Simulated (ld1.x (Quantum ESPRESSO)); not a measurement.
Run report: Tc, pseudopotential generation (part 2 of 2)

The same run, continued: technetium (Tc, Z = 43), core [Kr], reference valence 4d5 5s1.75 5p0.25, valence charge 7. Method: TM potential, LDA (PZ), scalar-relativistic, made with ld1.x (Quantum ESPRESSO) 7.5.

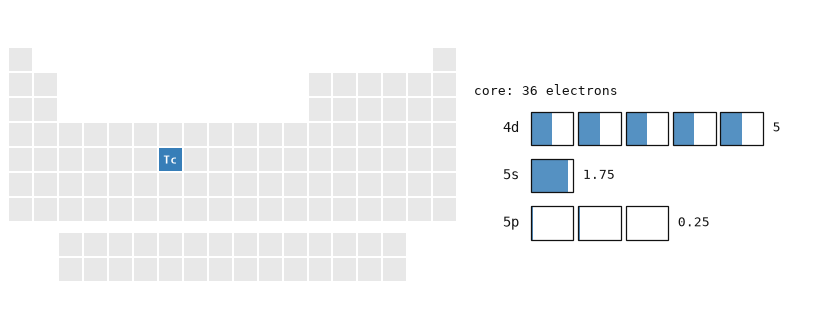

Left, the place of technetium in the periodic table; right, the valence shells of the reference configuration: a box for each of the 2l + 1 orbitals, shaded by the share of the shell that is filled, with the electron count at the right.

**Output of the test run (extracts), continued**
```
     ---------------------- Testing the pseudopotential ----------------------

     Tc
     scalar relativistic calculation

     atomic number is 43.00   valence charge is  7.00
     dft =PZ   lsd =0 sic =0 latt =0  beta=0.20 tr2=1.0E-14
     mesh =1231 r(mesh) = 100.86670 xmin = -7.00 dx = 0.01250

     n l     nl             e AE (Ry)        e PS (Ry)    De AE-PS (Ry)
     3 2     4D   1( 5.00)       -0.68839       -0.68458       -0.00381
     1 0     5S   1( 0.00)       -0.51218       -0.51206       -0.00012
     2 1     5P   1( 2.00)       -0.20646       -0.20614       -0.00032

     eps = 6.7E-15  iter = 20

     Etot =   -8561.934430 Ry,   -4280.967215 Ha, -116491.052391 eV
     Etotps =   -40.013197 Ry,     -20.006598 Ha,    -544.407279 eV
     dEtot_ae =       0.511140 Ry
     dEtot_ps =       0.511506 Ry,   Delta E=      -0.000366 Ry

     Ekin =      23.574865 Ry,      11.787433 Ha,     320.752381 eV
     Encl =     -36.896985 Ry,     -18.448493 Ha,    -502.009060 eV
     Ehrt =      19.723756 Ry,       9.861878 Ha,     268.355366 eV
     Ecxc =     -24.230835 Ry,     -12.115418 Ha,    -329.677309 eV
     (Ecc =     -17.097875 Ry,      -8.548938 Ha,    -232.628446 eV)
     Epseu=     -22.183997 Ry,     -11.091999 Ha,    -301.828656 eV

     ---------------------- End of pseudopotential test ----------------------

     ---------------------- Testing the pseudopotential ----------------------

     Tc
     scalar relativistic calculation

     atomic number is 43.00   valence charge is  7.00
     dft =PZ   lsd =0 sic =0 latt =0  beta=0.20 tr2=1.0E-14
     mesh =1231 r(mesh) = 100.86670 xmin = -7.00 dx = 0.01250

     n l     nl             e AE (Ry)        e PS (Ry)    De AE-PS (Ry)
     3 2     4D   1( 5.50)       -0.41824       -0.41050       -0.00774  !
     1 0     5S   1( 1.50)       -0.35568       -0.35684        0.00115
     2 1     5P   1( 0.00)       -0.09620       -0.09710        0.00090

     eps = 6.9E-16  iter = 10

     Etot =   -8562.558540 Ry,   -4281.279270 Ha, -116499.543837 eV
     Etotps =   -40.635326 Ry,     -20.317663 Ha,    -552.871779 eV
     dEtot_ae =      -0.112970 Ry
     dEtot_ps =      -0.110623 Ry,   Delta E=      -0.002347 Ry

     Ekin =      23.892735 Ry,      11.946367 Ha,     325.077217 eV
     Encl =     -38.181793 Ry,     -19.090897 Ha,    -519.489762 eV
     Ehrt =      21.452656 Ry,      10.726328 Ha,     291.878249 eV
     Ecxc =     -24.603527 Ry,     -12.301764 Ha,    -334.748045 eV
     (Ecc =     -17.097875 Ry,      -8.548938 Ha,    -232.628446 eV)
     Epseu=     -23.195396 Ry,     -11.597698 Ha,    -315.589438 eV

     ---------------------- End of pseudopotential test ----------------------

     ---------------------- Testing the pseudopotential ----------------------

     Tc
     scalar relativistic calculation

     atomic number is 43.00   valence charge is  7.00
     dft =PZ   lsd =0 sic =0 latt =0  beta=0.20 tr2=1.0E-14
     mesh =1231 r(mesh) = 100.86670 xmin = -7.00 dx = 0.01250

     n l     nl             e AE (Ry)        e PS (Ry)    De AE-PS (Ry)
     3 2     4D   1( 4.00)       -0.77984       -0.79281        0.01297  !
     1 0     5S   1( 2.00)       -0.51623       -0.51144       -0.00479
     2 1     5P   1( 1.00)       -0.19410       -0.19411        0.00001

     eps = 8.2E-15  iter = 10

     Etot =   -8562.029395 Ry,   -4281.014698 Ha, -116492.344464 eV
     Etotps =   -40.100046 Ry,     -20.050023 Ha,    -545.588926 eV
     dEtot_ae =       0.416174 Ry
     dEtot_ps =       0.424657 Ry,   Delta E=      -0.008483 Ry

     Ekin =      20.263887 Ry,      10.131943 Ha,     275.704226 eV
     Encl =     -36.849112 Ry,     -18.424556 Ha,    -501.357716 eV
     Ehrt =      19.282673 Ry,       9.641336 Ha,     262.354126 eV
     Ecxc =     -23.881812 Ry,     -11.940906 Ha,    -324.928612 eV
     (Ecc =     -17.097875 Ry,      -8.548938 Ha,    -232.628446 eV)
     Epseu=     -18.915681 Ry,      -9.457841 Ha,    -257.360951 eV

     ---------------------- End of pseudopotential test ----------------------

     ---------------------- Testing the pseudopotential ----------------------

     Tc
     scalar relativistic calculation

     atomic number is 43.00   valence charge is  7.00
     dft =PZ   lsd =1 sic =0 latt =0  beta=0.20 tr2=1.0E-14
     mesh =1231 r(mesh) = 100.86670 xmin = -7.00 dx = 0.01250

     n l     nl             e AE (Ry)        e PS (Ry)    De AE-PS (Ry)
     3 2     4D   1( 5.00)       -0.59910       -0.59935        0.00025
     1 0     5S   1( 1.00)       -0.44241       -0.44408        0.00167
     2 1     5P   1( 0.25)       -0.14626       -0.14660        0.00035
     3 2     4D   2( 0.00)       -0.38244       -0.37729       -0.00515  !
     1 0     5S   2( 0.75)       -0.33801       -0.33583       -0.00218
     2 1     5P   2( 0.00)       -0.09576       -0.09545       -0.00031

     eps = 1.9E-15  iter = 10

     Etot =   -8562.721565 Ry,   -4281.360783 Ha, -116501.761914 eV
     Etotps =   -40.808060 Ry,     -20.404030 Ha,    -555.221944 eV
     dEtot_ae =      -0.275995 Ry
     dEtot_ps =      -0.283357 Ry,   Delta E=       0.007361 Ry

     Ekin =      23.090634 Ry,      11.545317 Ha,     314.164075 eV
     Encl =     -37.787890 Ry,     -18.893945 Ha,    -514.130438 eV
     Ehrt =      20.885982 Ry,      10.442991 Ha,     284.168258 eV
     Ecxc =     -24.722474 Ry,     -12.361237 Ha,    -336.366392 eV
     (Ecc =     -17.097875 Ry,      -8.548938 Ha,    -232.628446 eV)
     Epseu=     -22.274312 Ry,     -11.137156 Ha,    -303.057447 eV

     ---------------------- End of pseudopotential test ----------------------

     ---------------------- Testing the pseudopotential ----------------------

     Tc
     scalar relativistic calculation

     atomic number is 43.00   valence charge is  7.00
     dft =PZ   lsd =1 sic =0 latt =0  beta=0.20 tr2=1.0E-14
     mesh =1231 r(mesh) = 100.86670 xmin = -7.00 dx = 0.01250

     n l     nl             e AE (Ry)        e PS (Ry)    De AE-PS (Ry)
     3 2     4D   1( 5.00)       -0.57428       -0.57495        0.00068
     1 0     5S   1( 1.00)       -0.42062       -0.42252        0.00190
     2 1     5P   1( 0.00)       -0.12769       -0.12823        0.00054
     3 2     4D   2( 0.00)       -0.36627       -0.36179       -0.00448
     1 0     5S   2( 1.00)       -0.33565       -0.33373       -0.00191
     2 1     5P   2( 0.00)       -0.09320       -0.09315       -0.00005

     eps = 8.5E-15  iter =  9

     Etot =   -8562.771547 Ry,   -4281.385773 Ha, -116502.441949 eV
     Etotps =   -40.857418 Ry,     -20.428709 Ha,    -555.893490 eV
     dEtot_ae =      -0.325977 Ry
     dEtot_ps =      -0.332715 Ry,   Delta E=       0.006737 Ry

     Ekin =      23.029574 Ry,      11.514787 Ha,     313.333318 eV
     Encl =     -37.906715 Ry,     -18.953358 Ha,    -515.747135 eV
     Ehrt =      21.029532 Ry,      10.514766 Ha,     286.121362 eV
     Ecxc =     -24.728847 Ry,     -12.364424 Ha,    -336.453108 eV
     (Ecc =     -17.097875 Ry,      -8.548938 Ha,    -232.628446 eV)
     Epseu=     -22.280962 Ry,     -11.140481 Ha,    -303.147926 eV

     ---------------------- End of pseudopotential test ----------------------
```

**Key numbers**

- outcome: generated, with a ghost state
- cutoffs needed: 45 Ry and 50 Ry (the cutoffs, on a coarse ladder, from which the occupation-weighted sum of valence levels, in a spherical-Bessel basis at the reference potential, stays within 10 and 1 mRy of its value at 400 Ry); ghost states and empty shells don't enter this sum
- ghost test: ghost state below the valence levels: s at -131.6 eV (spherical-Bessel basis up to 400 Ry, 20 bohr box)
- largest excitation error: -1109 meV (all-electron minus pseudo) for 4d3 5s0 5p0, out of 7 test configurations
- range over which the phases arctan(r u′/u) at the test radius agree within 0.05 rad (a looser test near the poles than one of phase shifts): s: up to about 4.8 Ry; p: between about -2.4 and 0.3 Ry; d: up to about 0.7 Ry
- hardware: 1 CPU thread, shared host
- wall time: 1.5 s

**Remarks**

The potential has a bound ghost state, so it can't be used as it stands. An excitation error of 1109 meV in its own tests makes this a poorly transferable potential.
